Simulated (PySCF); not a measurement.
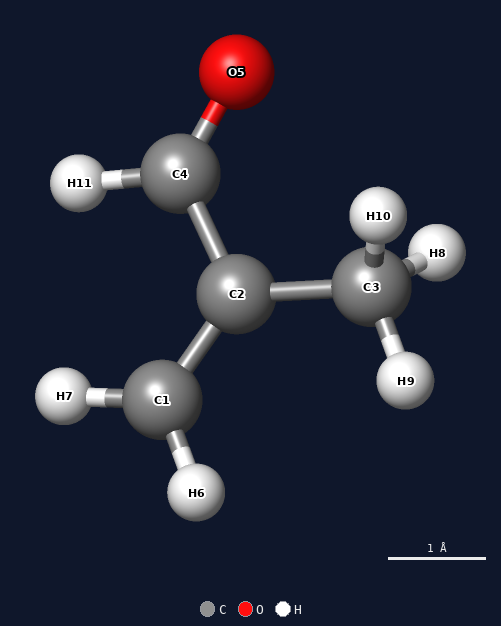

The structure as given in the input (ball-and-stick view, seen at a tilt; atoms are numbered from 1 in the order of the input). Bond lengths as drawn: C–C 1.34 to 1.49 Å, C–H 1.09 to 1.12 Å and C–O 1.21 Å.

# What a change does: excited-state calculation on C4H6O

System: C4H6O (methacrolein), SMILES C=C(C)C=O.
Method of run 1: TDDFT PBE0/aug-cc-pVDZ, vertical, gas phase, core orbitals frozen in the response (PySCF 2.14.0).

The geometry comes from this level: PBE0-D3(BJ)/def2-SVP. Text and figures count atoms from 1; the logs count them from 0 in places.

### Input file, run 1
```
{"job": {"kind": "uv", "xc": "PBE0", "basis": "aug-cc-pVDZ"}, "charge": 0, "multiplicity": 1}
C     -0.144542     1.348991    -0.591584
C      0.047431     0.118922    -0.092303
C     -0.839572    -0.565470     0.894532
C      1.240865    -0.629589    -0.552699
O      1.528623    -1.738565    -0.179075
H     -0.997636     1.969103    -0.302249
H      0.560923     1.772543    -1.313675
H     -1.197881    -1.523905     0.487876
H     -1.703691     0.056246     1.164496
H     -0.276270    -0.813654     1.807777
H      1.879809    -0.080125    -1.292190
```

The first line tells a small driver script what to run in PySCF; the rest is the geometry in Å.

Launched with:
```bash
OMP_NUM_THREADS=1 python <driver script> task.json out
```

Hardware: 1 CPU thread, shared host.

### Output (run 1)
```
coarse grid: 9152 points
cycle   1  E = -230.8691136532  dE =  6.038e-01  |g| = 7.269e-01  |ddm| = 1.118e+01
cycle   2  E = -230.4593000085  dE =  4.098e-01  |g| = 1.587e+00  |ddm| = 4.525e+00
cycle   3  E = -230.9781641960  dE = -5.189e-01  |g| = 1.349e-01  |ddm| = 3.534e+00
cycle   4  E = -230.9821614348  dE = -3.997e-03  |g| = 6.410e-02  |ddm| = 5.125e-01
cycle   5  E = -230.9831790006  dE = -1.018e-03  |g| = 1.817e-02  |ddm| = 2.092e-01
cycle   6  E = -230.9832569628  dE = -7.796e-05  |g| = 6.636e-03  |ddm| = 4.744e-02
cycle   7  E = -230.9832678679  dE = -1.091e-05  |g| = 1.677e-03  |ddm| = 1.405e-02
cycle   8  E = -230.9832684919  dE = -6.240e-07  |g| = 4.627e-04  |ddm| = 4.038e-03
final grid: 88272 points
cycle   9  E = -230.9891013528  dE = -1.347e-05  |g| = 1.045e-02  |ddm| = 2.460e-01
cycle  10  E = -230.9890421769  dE =  5.918e-05  |g| = 2.004e-02  |ddm| = 6.523e-02
cycle  11  E = -230.9891248720  dE = -8.270e-05  |g| = 2.332e-03  |ddm| = 3.317e-02
cycle  12  E = -230.9891261121  dE = -1.240e-06  |g| = 1.899e-04  |ddm| = 4.831e-03
cycle  13  E = -230.9891261179  dE = -5.805e-09  |g| = 1.193e-04  |ddm| = 7.080e-04
cycle  14  E = -230.9891261210  dE = -3.155e-09  |g| = 4.069e-05  |ddm| = 3.619e-04
cycle  15  E = -230.9891261215  dE = -4.533e-10  |g| = 9.116e-06  |ddm| = 1.024e-04
converged SCF energy = -230.9891261215

Static polarisability (au): isotropic 55.383, principal 37.866 55.216 73.067

Singlet excitations
state   eV       nm        f      main configurations
  1   3.7370    331.8   0.00033   H->L 0.97
  2   5.9050    210.0   0.28659   H-1->L 0.92
  3   6.5457    189.4   0.02439   H->L+1 0.90
  4   6.6772    185.7   0.00103   H->L+4 0.83, H->L+7 0.09
  5   6.9467    178.5   0.01394   H-1->L+1 0.98
  6   7.0600    175.6   0.03406   H->L+2 0.93
  7   7.2072    172.0   0.01336   H->L+3 0.87
  8   7.3590    168.5   0.00054   H-2->L 0.84, H-4->L 0.11
  9   7.5461    164.3   0.00846   H-1->L+2 0.97
 10   7.6609    161.8   0.00134   H-4->L 0.68, H-2->L 0.12

Triplet excitations (Tamm-Dancoff, eV): 3.1868 3.5486 5.9459 6.4042
```

The input of run 2 differs as follows (lines with − go, lines with + come):
```diff
-"basis": "aug-cc-pVDZ"
+"basis": "6-31+G*"
```

Predict how the results change.

The total energy of run 2 is 15.9 kcal/mol higher, which measures the change of basis and not a stability. The dipole moment goes from 2.97 to 3.03 D. The lowest excitation goes from 3.74 to 3.79 eV. The strongest computed line goes from 5.91 to 5.97 eV. The SCF takes 14 iterations against 15. The basis functions go from 169 to 102.

### Output (run 2)
```
coarse grid: 9152 points
cycle   1  E = -230.8952902141  dE =  5.953e-01  |g| = 7.178e-01  |ddm| = 3.564e+00
cycle   2  E = -230.5025146695  dE =  3.928e-01  |g| = 1.556e+00  |ddm| = 1.716e+01
cycle   3  E = -231.0031224928  dE = -5.006e-01  |g| = 1.358e-01  |ddm| = 1.570e+01
cycle   4  E = -231.0072907217  dE = -4.168e-03  |g| = 6.100e-02  |ddm| = 3.334e-01
cycle   5  E = -231.0082113963  dE = -9.207e-04  |g| = 1.739e-02  |ddm| = 2.229e-01
cycle   6  E = -231.0082835786  dE = -7.218e-05  |g| = 6.114e-03  |ddm| = 4.203e-02
cycle   7  E = -231.0082927292  dE = -9.151e-06  |g| = 1.583e-03  |ddm| = 1.763e-02
final grid: 88272 points
cycle   8  E = -230.9636974675  dE = -2.324e-06  |g| = 1.202e-02  |ddm| = 6.755e-02
cycle   9  E = -230.9636117327  dE =  8.573e-05  |g| = 2.381e-02  |ddm| = 7.238e-02
cycle  10  E = -230.9637284917  dE = -1.168e-04  |g| = 2.267e-03  |ddm| = 5.666e-02
cycle  11  E = -230.9637297118  dE = -1.220e-06  |g| = 2.060e-04  |ddm| = 6.111e-03
cycle  12  E = -230.9637297181  dE = -6.323e-09  |g| = 1.254e-04  |ddm| = 4.438e-04
cycle  13  E = -230.9637297219  dE = -3.813e-09  |g| = 3.909e-05  |ddm| = 2.733e-04
cycle  14  E = -230.9637297224  dE = -4.232e-10  |g| = 7.668e-06  |ddm| = 1.337e-04
converged SCF energy = -230.9637297224

Static polarisability (au): isotropic 51.217, principal 32.857 49.713 71.083

Singlet excitations
state   eV       nm        f      main configurations
  1   3.7937    326.8   0.00023   H->L 0.97
  2   5.9727    207.6   0.30706   H-1->L 0.93
  3   6.8134    182.0   0.00084   H->L+2 0.88
  4   6.9615    178.1   0.02988   H->L+1 0.89
  5   7.3087    169.6   0.01963   H-1->L+1 0.98
  6   7.4446    166.5   0.00113   H-2->L 0.84, H-4->L 0.11
  7   7.5059    165.2   0.02794   H->L+3 0.89
  8   7.6266    162.6   0.02093   H->L+4 0.81, H->L+1 0.09
  9   7.7358    160.3   0.00083   H-4->L 0.78, H-2->L 0.11
 10   7.8281    158.4   0.12267   H-1->L+2 0.90

Triplet excitations (Tamm-Dancoff, eV): 3.2473 3.5412 5.9653 6.5398
```

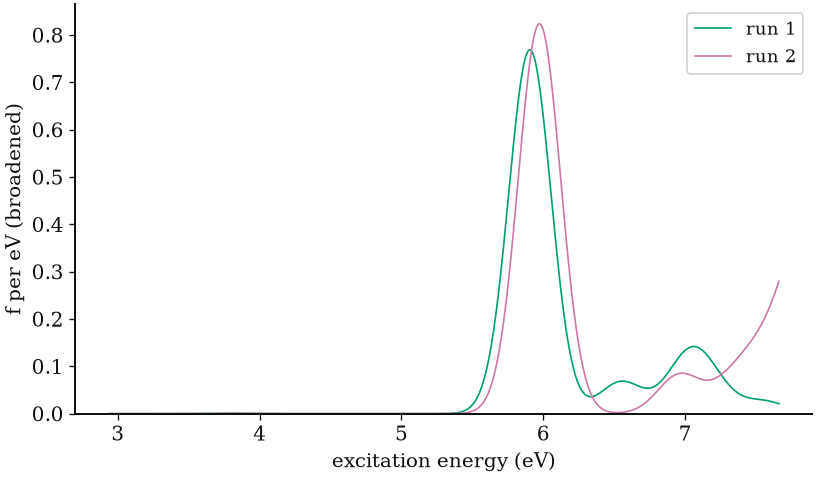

Absorption of the two runs from their computed states, each broadened by a Gaussian of 0.35 eV full width; the range ends where the shorter list of states ends.

### The two runs side by side

| quantity | run 1 | run 2 |
| --- | --- | --- |
| outcome | converged | converged |
| total energy (hartree) | −230.989126 | −230.963730 |
| HOMO (eV) | −7.53 | −7.57 |
| LUMO (eV) | −1.77 | −1.74 |
| dipole moment (D) | 2.97 | 3.03 |
| lowest excitation (eV) | 3.74 | 3.79 |
| SCF iterations | 15 | 14 |
| strongest computed line (eV) | 5.91 | 5.97 |
| basis functions | 169 | 102 |
| wall time (shared host) | 14 s | 6.8 s |
